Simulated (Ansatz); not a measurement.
**Boron, bcc under PBEsol: structure, energy and stiffness**

Aim: take boron in the bcc structure, relax it, solve it on a dense k-mesh, then scale the cell to 7 volumes from 88 to 112 % of the relaxed one and try a fit of the equation of state. Spin polarisation is left out. The k-meshes are 18×18×18 for the relaxation; 31×31×31 for the dense run; 21×21×21 for the volumes.

Method: DFT PBEsol, plane waves (420 eV) with PAW, scalar-relativistic; PBE-made PAW files, in Ansatz 0.2.0.

### Step 1. The structure to begin with

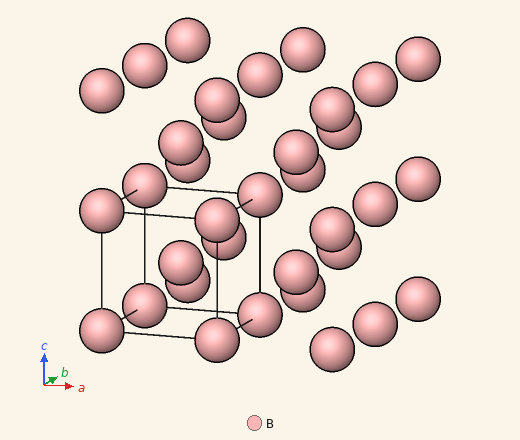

The structure, seen slightly off an axis (boron pink). 2×2×2 conventional cells are drawn; the run uses a primitive one. Any atoms on the faces are drawn again on the opposite ones.

Structure file:

```cif
data_structure
_symmetry_space_group_name_H-M 'P 1'
_symmetry_Int_Tables_number 1
_cell_length_a 2.0419
_cell_length_b 2.0419
_cell_length_c 2.0419
_cell_angle_alpha 109.471
_cell_angle_beta 109.471
_cell_angle_gamma 109.471
_cell_volume 6.55
loop_
_atom_site_label
_atom_site_type_symbol
_atom_site_fract_x
_atom_site_fract_y
_atom_site_fract_z
_atom_site_occupancy
B1 B 0.00000 0.00000 0.00000 1
```

### Step 2. Geometry optimisation

Input file input.yaml:

```yaml
crystal:
  lattice:
    - [-1.1789190289, 1.1789190289, 1.1789190289]
    - [1.1789190289, -1.1789190289, 1.1789190289]
    - [1.1789190289, 1.1789190289, -1.1789190289]
  atoms:
    - { symbol: B, position: [0.0, 0.0, 0.0] }
hamiltonian:
  xc: pbesol
  pseudopotentials:
    kind: paw
    azcp:
      B: "pseudopotentials/B.paw.azcp"
basis:
  ecutwfc: 420
  fft_grid_basis: typed
kpoints:
  mp_grid: { grid: [18, 18, 18], shift: [0, 0, 0] }
magnetization:
  spin_polarized: false
scf:
  occupations: { method: fermi_dirac, width: 0.1 }
relax:
  max_steps: 60
  f_tol: 0.01
  cell: {}
```

Output:

```text
Warning: <dir> the record states the generating functional pbe (its physics header spells it `PBE`), which answers neither for hamiltonian.xc's functional nor for the pbesol family's — results may be inconsistent (PPs are generated against a specific XC)
Warning: RAYON_NUM_THREADS=2 ignored (pool sized by the plan → 2); use --threads N
Engine: ansatz 0.2.0, aarch64-unknown-linux-gnu
Pseudopotentials: kind: paw
Pseudopotential: B, paw, valence charge 3, recommended cutoff 420 eV (normal), <dir>
Functional definition: PBEsol
  exchange = pbesol_x
  correlation = pbesol_c
Crystal: 1 atoms, lattice volume = 6.554 Å³
Basis set: ecut = 420 eV, 135 PW (Γ), exchange–correlation on 30×30×30 points (8 copies of the dense FFT grid, shifted against one another)
Bands: 6, of which v1, the nominal top of the filled ones, is band 2 counted from 1 (1 counted from 0)
Symmetry: 48 space group operations
Space group: Im-3m (ITA 229), of the structure as read, at distance tolerance 1.9e-5 Å
k-points: 195 of 5832
Non-local potential: B, projectors of the file, l = 0: 2, l = 1: 2, l = 2: 1
PAW form: soft (Blöchl's): semilocal exchange-correlation on the pseudo side does not see the compensation charge
PAW frozen core: B, regenerated for the run's functional, and the local potential with it (the file was generated under x = pbe(κ = 0.804, μ = 0.2195149727645171), c = pbe(β = 0.06672455060314922))
PAW one-centre angular grid: B, 110 points (default); XC on 64 Gauss nodes
Initial density: superposition of atomic densities (neutral atoms: chi_scale 0, normalization atom), corrected by the library's trained network
Initial wavefunctions: pseudopotential atomic-orbital guess
Functional: x = pbesol(κ = 0.804, μ = 0.12345679012345678), c = pbesol(β = 0.046)
SCF iter   1: F=—  HF=-150.999332 eV  |F-HF|=—  |Δ(HF+E_count)|=         —  Δρ=4.94e-3  dr2=9.19e-4  ethr=1.77e-3  ⟨swp⟩=4.4  Hψ=8683  notcnv=0
preconditioner: auto → none  [metal: Δε(μ)=0.056 eV  Ē_g=22.466 eV  σ=0.100 eV  W_gap=0.14  n_scr=0 (ndim 8)  ℏωp=25.1 eV  f_vac=0.000  D(μ)=0.27/eV (n_scr^D=0)]
SCF iter   2: F=—  HF=-150.999025 eV  |F-HF|=—  |Δ(HF+E_count)|=   3.07e-4  Δρ=2.35e-3  dr2=2.03e-4  ethr=3.06e-5  ⟨swp⟩=1.0  Hψ=2730  notcnv=0
SCF iter   3: F=—  HF=-150.998961 eV  |F-HF|=—  |Δ(HF+E_count)|=   6.44e-5  Δρ=1.04e-4  dr2=4.13e-7  ethr=6.77e-6  ⟨swp⟩=1.9  Hψ=1333  notcnv=0
SCF iter   4: F=—  HF=-150.998961 eV  |F-HF|=—  |Δ(HF+E_count)|=   8.15e-7  Δρ=2.25e-5  dr2=1.62e-8  ethr=1.38e-8  ⟨swp⟩=2.1  Hψ=1413  notcnv=0
iter 5 did not close the SCF: its close was put off for the readings that it lacked (scf_convergence_deferred on its scf_iter line)
SCF iter   5: F=-150.998961 eV  HF=-150.998961 eV  |F-HF|=3.14e-11  |Δ(HF+E_count)|=   2.88e-9  Δρ=2.23e-6  dr2=1.56e-10  ethr=5.41e-10  ⟨swp⟩=1.0  Hψ=1117  notcnv=0
SCF iter   6: F=-150.998961 eV  HF=-150.998961 eV  |F-HF|=2.84e-14  |Δ(HF+E_count)|=  1.05e-11  Δρ=1.32e-7  dr2=4.71e-13  ethr=5.20e-12  ⟨swp⟩=1.0  Hψ=2951  notcnv=0
SCF 1 converged in 6 iterations: F = -150.998961 eV  dr2 = 4.71e-13
relax step   1: F+E_penalty+E_count = -150.99896143 eV  Δ(F+E_penalty+E_count) = +0.000e0 eV  max|allowed force component| = 0.000e0 eV/Å  Δτ_max = 0.0000 Å  P = -15.395 GPa  Ω = 6.554 Å³  (6 SCF iters, dr2 threshold 1.00e-7 eV, accepted)
Crystal: 1 atoms, lattice volume = 6.312 Å³
Initial density: handed on by an earlier stage of this run
Initial wavefunctions: those handed on with the density
iter 1 solved again at ethr=1.14e-6 eV; its pass at ethr=3.10e-3 eV (dr2=3.41e-5 eV) is discarded
SCF iter   1: F=—  HF=-151.017713 eV  |F-HF|=—  |Δ(HF+E_count)|=         —  Δρ=1.27e-3  dr2=3.48e-5  ethr=1.14e-6  ⟨swp⟩=1.8  Hψ=10924  notcnv=0
preconditioner: auto → none  [metal: Δε(μ)=0.070 eV  Ē_g=23.058 eV  σ=0.100 eV  W_gap=0.17  n_scr=0 (ndim 8)  ℏωp=25.6 eV  f_vac=0.000  D(μ)=0.24/eV (n_scr^D=0)]
SCF iter   2: F=—  HF=-151.017704 eV  |F-HF|=—  |Δ(HF+E_count)|=   9.22e-6  Δρ=6.01e-4  dr2=7.23e-6  ethr=1.14e-6  ⟨swp⟩=1.0  Hψ=1170  notcnv=0
SCF iter   3: F=-151.017702 eV  HF=-151.017702 eV  |F-HF|=1.29e-9  |Δ(HF+E_count)|=   1.69e-6  Δρ=1.40e-5  dr2=4.78e-9  ethr=3.33e-9  ⟨swp⟩=2.8  Hψ=3542  notcnv=0
SCF 2 converged in 3 iterations: F = -151.017702 eV  dr2 = 4.78e-9
relax step   2: F+E_penalty+E_count = -151.01770224 eV  Δ(F+E_penalty+E_count) = -1.874e-2 eV  max|allowed force component| = 0.000e0 eV/Å  Δτ_max = 0.0000 Å  P = -8.570 GPa  Ω = 6.312 Å³  energy of the carried Pulay correction = +4.410e-4 eV  (3 SCF iters, dr2 threshold 1.00e-7 eV, accepted)
Crystal: 1 atoms, lattice volume = 6.033 Å³
iter 1 solved again at ethr=1.90e-6 eV; its pass at ethr=3.10e-3 eV (dr2=5.70e-5 eV) is discarded
SCF iter   1: F=—  HF=-151.024708 eV  |F-HF|=—  |Δ(HF+E_count)|=         —  Δρ=1.70e-3  dr2=5.82e-5  ethr=1.90e-6  ⟨swp⟩=1.5  Hψ=10821  notcnv=0
preconditioner: auto → none  [metal: Δε(μ)=0.097 eV  Ē_g=23.802 eV  σ=0.100 eV  W_gap=0.24  n_scr=0 (ndim 8)  ℏωp=26.2 eV  f_vac=0.000  D(μ)=0.22/eV (n_scr^D=0)]
SCF iter   2: F=—  HF=-151.024694 eV  |F-HF|=—  |Δ(HF+E_count)|=   1.33e-5  Δρ=8.09e-4  dr2=1.24e-5  ethr=1.90e-6  ⟨swp⟩=1.0  Hψ=1170  notcnv=0
SCF iter   3: F=-151.024691 eV  HF=-151.024691 eV  |F-HF|=3.11e-9  |Δ(HF+E_count)|=   3.01e-6  Δρ=1.96e-5  dr2=9.50e-9  ethr=3.33e-9  ⟨swp⟩=3.0  Hψ=3539  notcnv=0
SCF 3 converged in 3 iterations: F = -151.024691 eV  dr2 = 9.50e-9
relax step   3: F+E_penalty+E_count = -151.02469146 eV  Δ(F+E_penalty+E_count) = -6.989e-3 eV  max|allowed force component| = 0.000e0 eV/Å  Δτ_max = 0.0000 Å  P = +1.613 GPa  Ω = 6.033 Å³  energy of the carried Pulay correction = +9.716e-4 eV  (3 SCF iters, dr2 threshold 1.00e-7 eV, accepted)
Crystal: 1 atoms, lattice volume = 6.072 Å³
iter 1 solved again at ethr=4.73e-8 eV; its pass at ethr=3.10e-3 eV (dr2=1.42e-6 eV) is discarded
SCF iter   1: F=—  HF=-151.024814 eV  |F-HF|=—  |Δ(HF+E_count)|=         —  Δρ=2.52e-4  dr2=1.43e-6  ethr=4.73e-8  ⟨swp⟩=1.9  Hψ=10227  notcnv=0
preconditioner: auto → none  [metal: Δε(μ)=0.088 eV  Ē_g=23.694 eV  σ=0.100 eV  W_gap=0.21  n_scr=0 (ndim 8)  ℏωp=26.1 eV  f_vac=0.000  D(μ)=0.22/eV (n_scr^D=0)]
SCF iter   2: F=—  HF=-151.024814 eV  |F-HF|=—  |Δ(HF+E_count)|=   1.59e-7  Δρ=1.19e-4  dr2=2.99e-7  ethr=4.73e-8  ⟨swp⟩=1.0  Hψ=1170  notcnv=0
SCF iter   3: F=-151.024814 eV  HF=-151.024814 eV  |F-HF|=3.98e-11  |Δ(HF+E_count)|=   8.44e-8  Δρ=2.86e-6  dr2=1.68e-10  ethr=3.33e-9  ⟨swp⟩=3.6  Hψ=2539  notcnv=0
SCF 4 converged in 3 iterations: F = -151.024814 eV  dr2 = 1.68e-10
relax step   4: F+E_penalty+E_count = -151.02481401 eV  Δ(F+E_penalty+E_count) = -1.226e-4 eV  max|allowed force component| = 0.000e0 eV/Å  Δτ_max = 0.0000 Å  P = +0.015 GPa  Ω = 6.072 Å³  energy of the carried Pulay correction = +8.955e-4 eV  (3 SCF iters, dr2 threshold 1.00e-7 eV, accepted)
Initial wavefunctions: pseudopotential atomic-orbital guess (no wavefunctions were taken with the density)
iter 1 solved again at ethr=1.31e-8 eV; its pass at ethr=3.10e-3 eV (dr2=3.94e-7 eV) is discarded
SCF iter   1: F=—  HF=-151.024130 eV  |F-HF|=—  |Δ(HF+E_count)|=         —  Δρ=1.76e-4  dr2=1.85e-7  ethr=1.31e-8  ⟨swp⟩=2.2  Hψ=11853  notcnv=0
preconditioner: auto → none  [metal: Δε(μ)=0.089 eV  Ē_g=23.694 eV  σ=0.100 eV  W_gap=0.22  n_scr=0 (ndim 8)  ℏωp=26.1 eV  f_vac=0.000  D(μ)=0.22/eV (n_scr^D=0)]
SCF iter   2: F=—  HF=-151.024130 eV  |F-HF|=—  |Δ(HF+E_count)|=   5.10e-7  Δρ=8.91e-5  dr2=4.71e-8  ethr=6.16e-9  ⟨swp⟩=1.0  Hψ=1170  notcnv=0
SCF iter   3: F=—  HF=-151.024131 eV  |F-HF|=—  |Δ(HF+E_count)|=   1.06e-7  Δρ=7.62e-7  dr2=1.36e-11  ethr=1.57e-9  ⟨swp⟩=1.0  Hψ=1171  notcnv=0
SCF iter   4: F=-151.024131 eV  HF=-151.024131 eV  |F-HF|=1.42e-13  |Δ(HF+E_count)|=  5.67e-11  Δρ=1.24e-7  dr2=4.42e-13  ethr=1.00e-12  ⟨swp⟩=4.6  Hψ=2815  notcnv=0
SCF 5 converged in 4 iterations: F = -151.024131 eV  dr2 = 4.42e-13
relax step   5: F+E_penalty+E_count = -151.02413053 eV  Δ(F+E_penalty+E_count) = +6.835e-4 eV  max|allowed force component| = 0.000e0 eV/Å  Δτ_max = 0.0000 Å  P = -0.128 GPa  Ω = 6.072 Å³  stress off target by 1.28e-1 GPa  SCF on the basis re-selected at this cell (its energy is not comparable with the rows above)  (4 SCF iters)
basis re-selected at this cell: Δ(F+E_penalty+E_count) = +6.835e-4 eV, ΔP = -0.143 GPa vs the last step (what re-selecting the basis moved, of the pressure what is left beyond the Pulay correction that the steps carried, after the strain that the cell walked since its last selection, with what the two solves' SCF thresholds leave and, on support functions, any second-order correction that the steps lacked; it is no measure of the basis error at this ecutwfc). This SCF's stress stands 1.28e-1 GPa from its target on what of the cell is left free (relax.cell.stress_tol is 5.00e-2 GPa) and its largest allowed force component is 0.00e0 eV/Å (relax.f_tol is 1.00e-2 eV/Å): not within both, so this SCF does not close the relaxation
Crystal: 1 atoms, lattice volume = 6.069 Å³
iter 1 solved again at ethr=2.76e-10 eV; its pass at ethr=3.10e-3 eV (dr2=8.27e-9 eV) is discarded
SCF iter   1: F=—  HF=-151.024138 eV  |F-HF|=—  |Δ(HF+E_count)|=         —  Δρ=2.00e-5  dr2=8.33e-9  ethr=2.76e-10  ⟨swp⟩=1.9  Hψ=10195  notcnv=0
preconditioner: auto → none  [metal: Δε(μ)=0.089 eV  Ē_g=23.703 eV  σ=0.100 eV  W_gap=0.22  n_scr=0 (ndim 8)  ℏωp=26.1 eV  f_vac=0.000  D(μ)=0.22/eV (n_scr^D=0)]
SCF iter   2: F=-151.024138 eV  HF=-151.024138 eV  |F-HF|=4.72e-10  |Δ(HF+E_count)|=   2.00e-7  Δρ=9.60e-6  dr2=1.79e-9  ethr=2.76e-10  ⟨swp⟩=3.0  Hψ=2332  notcnv=0
SCF 6 converged in 2 iterations: F = -151.024138 eV  dr2 = 1.79e-9
relax step   6: F+E_penalty+E_count = -151.02413813 eV  Δ(F+E_penalty+E_count) = -7.599e-6 eV  max|allowed force component| = 0.000e0 eV/Å  Δτ_max = 0.0000 Å  P = -0.002 GPa  Ω = 6.069 Å³  energy of the carried Pulay correction = +6.320e-6 eV  (2 SCF iters, dr2 threshold 4.09e-8 eV, accepted)
iter 1 solved again at ethr=9.41e-9 eV; its pass at ethr=3.10e-3 eV (dr2=2.82e-7 eV) is discarded
SCF iter   1: F=—  HF=-151.024138 eV  |F-HF|=—  |Δ(HF+E_count)|=         —  Δρ=9.53e-6  dr2=1.76e-9  ethr=9.41e-9  ⟨swp⟩=2.4  Hψ=11910  notcnv=0
SCF iter   2: F=—  HF=-151.024138 eV  |F-HF|=—  |Δ(HF+E_count)|=   2.01e-7  Δρ=4.66e-6  dr2=3.94e-10  ethr=5.86e-11  ⟨swp⟩=1.2  Hψ=1219  notcnv=0
SCF iter   3: F=-151.024138 eV  HF=-151.024138 eV  |F-HF|=1.14e-13  |Δ(HF+E_count)|=  7.57e-11  Δρ=9.58e-8  dr2=3.04e-13  ethr=1.00e-12  ⟨swp⟩=3.9  Hψ=3777  notcnv=0
SCF 7 converged in 3 iterations: F = -151.024138 eV  dr2 = 3.04e-13
relax step   7: F+E_penalty+E_count = -151.02413813 eV  Δ(F+E_penalty+E_count) = -6.165e-11 eV  max|allowed force component| = 0.000e0 eV/Å  Δτ_max = 0.0000 Å  P = -0.002 GPa  Ω = 6.069 Å³  stress off target by 2.25e-3 GPa  SCF on the basis re-selected at this cell (its energy is not comparable with the rows above)  (3 SCF iters)
basis re-selected at this cell: Δ(F+E_penalty+E_count) = -6.165e-11 eV, ΔP = -0.001 GPa vs the last step (what re-selecting the basis moved, of the pressure what is left beyond the Pulay correction that the steps carried, after the strain that the cell walked since its last selection, with what the two solves' SCF thresholds leave and, on support functions, any second-order correction that the steps lacked; it is no measure of the basis error at this ecutwfc). This SCF's stress stands 2.25e-3 GPa from its target on what of the cell is left free (relax.cell.stress_tol is 5.00e-2 GPa) and its largest allowed force component is 0.00e0 eV/Å (relax.f_tol is 1.00e-2 eV/Å): within both
SCF converged after 3 iterations
Free energy (F): -151.024138 eV
Harris-Foulkes:  -151.024138 eV  (|F-HF|=1.14e-13)
Internal energy: -151.016861 eV  (E = F + TS)
E sigma→0 (E₀):  -151.020499 eV
Entropy (-TS):   -0.007278 eV (-7.278 meV/atom)
Fermi energy:    13.909762 eV
--- Per-component energies (eV) ---
  E_band       = 18.342945
  E_kinetic    = 47.815820
  E_local      = -0.708487  (includes V_loc(G=0)·N_el)
  E_nonlocal   = 11.685157
  E_hartree    = 0.197251
  E_xc         = -32.192382
  E_vxc        = -38.398554  (∫ρ·V_xc dr)
  E_paw        = -75.217474  (= ΣΔE_a)
  E_vpaw       = -2.445491  (= ΣTr[D̂ρ^β])
  E_aug_tail   = -0.000002  (compensation charges beyond the density's cutoff)
  E_ewald      = -102.611455
  E_core_change = 0.014711  (= ΣΔE_core)
  E_smearing   = -0.007278  (= −TS)
  E_closure    = 0.000000  (closes the sum)
  Σ components = -151.024138   (vs F -151.024138, Δ=0.00e0)
--- Forces (eV/Å), atoms counted from 1 ---
  atom   1  B     -0.00000000     0.00000000    -0.00000000
  max |Σ_I F_I| component: 4.49e-33 eV/Å
--- Stress (GPa, compression-positive) ---
       -0.002249      -0.000000       0.000000
       -0.000000      -0.002249       0.000000
       -0.000000       0.000000      -0.002249
  P = ⅓ Tr σ = -0.0022 GPa (-0.022 kbar)
--- Relaxed structure (5 steps of the walk, 5 accepted, 2 SCFs on fresh bases) ---
  F+E_penalty+E_count = -151.02413813 eV   max|allowed force component| = 0.000e0 eV/Å   (the final SCF, on the basis selected at the relaxed cell)
  cell:  # Å, volume = 6.0688 Å³
    - [-1.1490750354019479, 1.1490750354019479, 1.1490750354019479]
    - [1.1490750354019479, -1.1490750354019479, 1.1490750354019479]
    - [1.1490750354019479, 1.1490750354019479, -1.1490750354019479]
  atoms:
    - { symbol: B, position: [0.0, 0.0, 0.0] }
```

It took 2.5 s on 2 threads of an Arm CPU, shared host; peak memory 0.25 GiB.

Relaxation path:

| step | energy change (meV/atom) | largest force (eV/Å) | pressure (GPa) | volume (Å³/atom) |
| --- | --- | --- | --- | --- |
| 1 | 0.00 | 0.0000 | -15.39 | 6.554 |
| 2 | -18.74 | 0.0000 | -8.57 | 6.312 |
| 3 | -25.73 | 0.0000 | 1.61 | 6.033 |
| 4 | -25.85 | 0.0000 | 0.01 | 6.072 |
| 5 | -25.17 | 0.0000 | -0.13 | 6.072 |
| 6 | -25.18 | 0.0000 | 0.00 | 6.069 |
| 7 | -25.18 | 0.0000 | 0.00 | 6.069 |

Steps that repeat a cell are solved on a basis chosen anew, so their changes of energy are no gain of the relaxation.

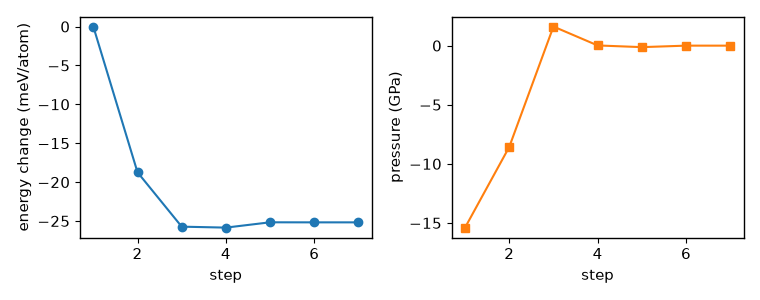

Energy and pressure over the accepted steps.

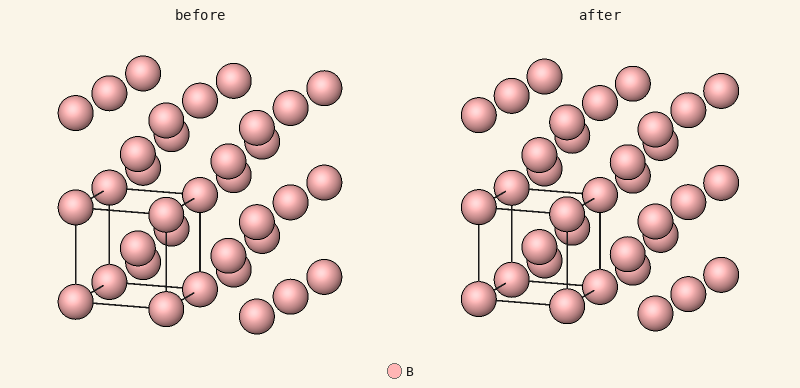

Before and after, at one scale. The cells drawn are those of the first picture.

The cell of the run, before and after:

|  | before | after | change |
| --- | --- | --- | --- |
| a (Å) | 2.042 | 1.990 | -2.5 % |
| b (Å) | 2.042 | 1.990 | -2.5 % |
| c (Å) | 2.042 | 1.990 | -2.5 % |
| volume (Å³/atom) | 6.554 | 6.069 | -7.4 % |
| shortest distance (Å) | 2.042 | 1.990 | -2.5 % |
| space group (spins left aside) | Im-3m | Im-3m | same |

### Step 3. The energy on a finer k-mesh

Input file input.yaml:

```yaml
crystal:
  lattice:
    - [-1.1490750354, 1.1490750354, 1.1490750354]
    - [1.1490750354, -1.1490750354, 1.1490750354]
    - [1.1490750354, 1.1490750354, -1.1490750354]
  atoms:
    - { symbol: B, position: [0.0, 0.0, 0.0] }
hamiltonian:
  xc: pbesol
  pseudopotentials:
    kind: paw
    azcp:
      B: "pseudopotentials/B.paw.azcp"
basis:
  ecutwfc: 420
  fft_grid_basis: typed
kpoints:
  mp_grid: { grid: [31, 31, 31], shift: [0, 0, 0] }
magnetization:
  spin_polarized: false
scf:
  occupations: { method: fermi_dirac, width: 0.1 }
output:
  write_density: true
  write_potential: true
  elf: true
  volumetric_format: npy
```

Output (excerpt; [...] marks lines left out):

```text
Warning: <dir> the record states the generating functional pbe (its physics header spells it `PBE`), which answers neither for hamiltonian.xc's functional nor for the pbesol family's — results may be inconsistent (PPs are generated against a specific XC)
Warning: RAYON_NUM_THREADS=2 ignored (pool sized by the plan → 2); use --threads N
[...]
[... 3 set-up lines as earlier in the session ...]
[...]
Crystal: 1 atoms, lattice volume = 6.069 Å³
Basis set: ecut = 420 eV, 135 PW (Γ)
Bands: 6, of which v1, the nominal top of the filled ones, is band 2 counted from 1 (1 counted from 0)
[... 1 set-up line as earlier in the session ...]
Space group: Im-3m (ITA 229), of the structure as read, at distance tolerance 1.8e-5 Å
k-points: 816 of 29791
[...]
SCF iter   1: F=—  HF=-151.023941 eV  |F-HF|=—  |Δ(HF+E_count)|=         —  Δρ=4.76e-3  dr2=7.32e-4  ethr=1.77e-3  ⟨swp⟩=4.5  Hψ=36421  notcnv=0
[...]
SCF iter   6: F=-151.023659 eV  HF=-151.023659 eV  |F-HF|=5.68e-14  |Δ(HF+E_count)|=  4.52e-12  Δρ=1.14e-7  dr2=3.00e-13  ethr=3.29e-12  ⟨swp⟩=1.6  Hψ=15220  notcnv=0
[...]
SCF converged after 6 iterations
Free energy (F): -151.023659 eV
[...]
E sigma→0 (E₀):  -151.020262 eV
Entropy (-TS):   -0.006793 eV (-6.793 meV/atom)
Fermi energy:    13.910277 eV
[...]
--- Band table (eV; the first three rows and the last of 816) ---
  k-point 0: bands = ["-4.8749", "29.6176", "29.6176", "29.6176", "47.8402", "47.8402"]
[...]
```

Wall time 2 s (2 threads of an Arm CPU, shared host); peak memory 0.28 GiB.

The maps below are laid out on this run's own conventional cell (a, b, c = 2.298, 2.298, 2.298 Å).

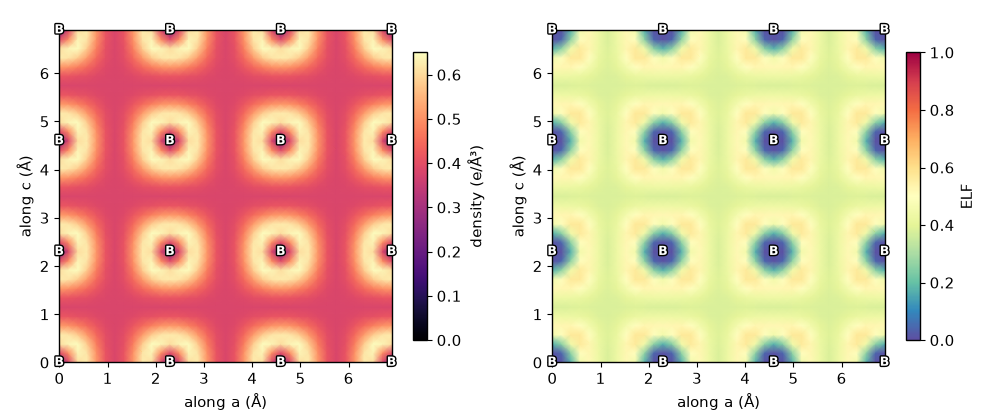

Density (left) and ELF (right) in a lattice plane of the grid's cell (edges 2.30 and 2.30 Å, at 0.000 of the third edge), which holds B. Only atoms in the plane are labelled. Both are smooth fields of the valence electrons: close to the nuclei they are not physical.

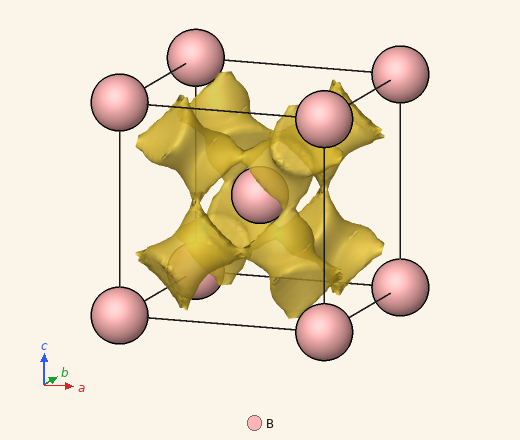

Surface of ELF = 0.58, drawn in one cell.

Maxima of ELF outside the ion cores: 0.64 on the B–B line, 1.0 Å from B.

(Part 1 of 2 ends here.)
